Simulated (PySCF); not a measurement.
# Excited-state calculation, with input and output: C₄H₁₀OSi

System: C₄H₁₀OSi, SMILES CO[SiH]1CCC1.
Method: TDDFT CAM-B3LYP/def2-SVPD, vertical, gas phase, core orbitals frozen in the response (PySCF 2.14.0).

The geometry comes from this level: GFN2-xTB.

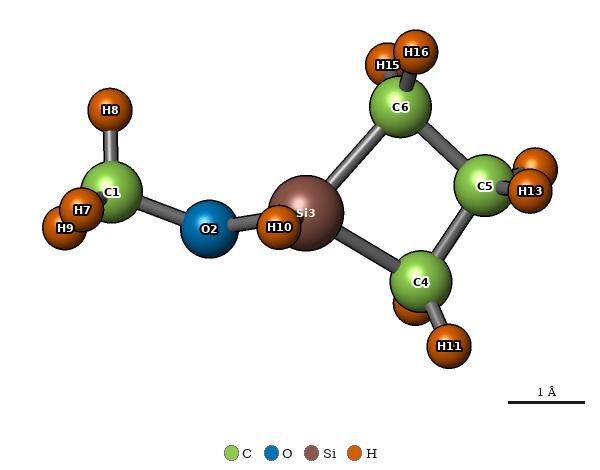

Fig. 1: The input geometry (ball-and-stick view, seen on its broad side; atoms are numbered from 1 in the order of the input). Bond lengths as drawn: C–C 1.54 Å, C–H 1.09 Å, C–O 1.40 Å, C–Si 1.90 to 1.91 Å, H–Si 1.47 Å and O–Si 1.62 Å.

**Results in brief**

```json
{"quantity": "outcome", "value": "converged"}
{"quantity": "total energy", "value": "−522.804653 hartree"}
{"quantity": "HOMO", "value": "−8.81 eV"}
{"quantity": "LUMO", "value": "1.17 eV"}
{"quantity": "dipole moment", "value": "1.15 D"}
{"quantity": "mean polarisability", "value": "74.72 a.u."}
{"quantity": "lowest singlet excitation", "value": "6.86 eV"}
{"quantity": "hardware", "value": "1 CPU thread, shared host"}
{"quantity": "wall time", "value": "67 s"}
{"quantity": "peak memory", "value": "0.93 GiB"}
```

**Input**
```
{"job": {"kind": "uv", "xc": "CAM-B3LYP", "basis": "def2-SVPD", "nstates": 8, "ntriplets": 3}, "charge": 0, "multiplicity": 1}
C      2.755118     0.350617    -0.707725
O      1.625085    -0.338890    -0.267166
Si     0.069394    -0.089045    -0.645836
C     -1.057640    -1.334776     0.233329
C     -1.971961    -0.187417     0.700556
C     -1.049218     1.019089     0.436570
H      2.769931     0.412153    -1.797907
H      2.773907     1.363651    -0.299728
H      3.635607    -0.193168    -0.364398
H     -0.111251     0.110228    -2.087359
H     -1.566338    -2.083382    -0.366451
H     -0.589072    -1.845590     1.070947
H     -2.859027    -0.130833     0.071611
H     -2.295415    -0.276587     1.736807
H     -0.576259     1.361325     1.356194
H     -1.560459     1.871569    -0.003709
```

The first line tells a small driver script what to run in PySCF; the rest is the geometry in Å.

Launched with:
```bash
OMP_NUM_THREADS=1 python <driver script> task.json out
```

**The program's output**
```
coarse grid: 13256 points
cycle   1  E = -522.6216779457  dE =  7.720e-01  |g| = 6.745e-01  |ddm| = 5.697e+00
cycle   2  E = -522.5736303568  dE =  4.805e-02  |g| = 8.667e-01  |ddm| = 1.522e+00
cycle   3  E = -522.7144205513  dE = -1.408e-01  |g| = 7.508e-02  |ddm| = 7.628e-01
cycle   4  E = -522.7153542745  dE = -9.337e-04  |g| = 3.748e-02  |ddm| = 1.371e-01
cycle   5  E = -522.7157081595  dE = -3.539e-04  |g| = 4.722e-03  |ddm| = 5.113e-02
cycle   6  E = -522.7157138996  dE = -5.740e-06  |g| = 1.017e-03  |ddm| = 1.096e-02
final grid: 121688 points
cycle   7  E = -522.8046486949  dE = -3.034e-05  |g| = 3.870e-03  |ddm| = 6.291e-02
cycle   8  E = -522.8046487393  dE = -4.438e-08  |g| = 4.009e-03  |ddm| = 1.142e-02
cycle   9  E = -522.8046525130  dE = -3.774e-06  |g| = 4.346e-04  |ddm| = 4.626e-03
cycle  10  E = -522.8046525468  dE = -3.379e-08  |g| = 1.933e-04  |ddm| = 6.605e-04
cycle  11  E = -522.8046525539  dE = -7.107e-09  |g| = 4.251e-05  |ddm| = 2.701e-04
cycle  12  E = -522.8046525543  dE = -4.609e-10  |g| = 7.248e-06  |ddm| = 8.292e-05
```

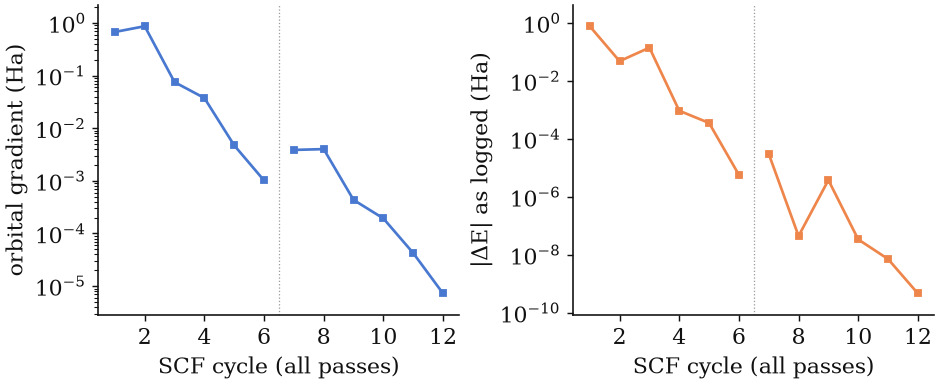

Fig. 2: Convergence of the self-consistent field: orbital gradient and size of the energy change against the SCF cycle. The dotted line marks the change from a coarse to the final integration grid. The first 6 cycles use a coarse grid, the final grid takes over at cycle 7, and the field converges after 12 cycles in all.

```
converged SCF energy = -522.8046525543

Static polarisability (au): isotropic 74.721, principal 66.204 69.972 87.985

Singlet excitations
state   eV       nm        f      main configurations
  1   6.8601    180.7   0.02579   H->L 0.68, H->L+1 0.12
  2   7.2914    170.0   0.02045   H-1->L 0.33, H-1->L+1 0.20, H->L+1 0.19
  3   7.4307    166.9   0.01621   H->L+1 0.33, H->L+2 0.16, H-1->L 0.16
  4   7.5397    164.4   0.07290   H->L+2 0.55, H->L+1 0.28
  5   7.7447    160.1   0.01120   H-1->L+2 0.70
  6   7.8239    158.5   0.03782   H-1->L+1 0.51, H-1->L 0.21, H-1->L+2 0.13
  7   8.0178    154.6   0.00558   H->L+3 0.47, H->L+4 0.17, H-2->L 0.10
  8   8.2262    150.7   0.00350   H-2->L 0.45, H->L+4 0.18, H-1->L+3 0.10

Triplet excitations (Tamm-Dancoff, eV): 6.4428 6.9716 7.0605
```

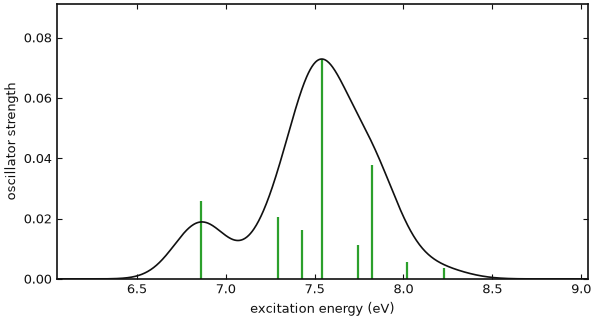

Fig. 3: Computed excitations as sticks (degenerate states added up, dark ones marked on the axis), with a Gaussian envelope of 0.35 eV full width at half maximum, scaled to the tallest. Of the 8 states the lowest lies at 6.86 eV (f = 0.026); the strongest line is at 7.54 eV, or 164 nm (f = 0.073).

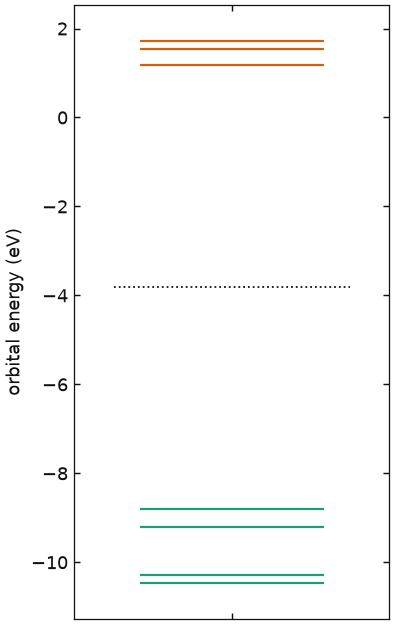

Fig. 4: Orbital energies near the frontier; the dotted line parts filled from empty levels, and levels within 0.02 eV of each other stand side by side. Highest filled −8.81 eV, lowest empty 1.17 eV, 9.98 eV apart.
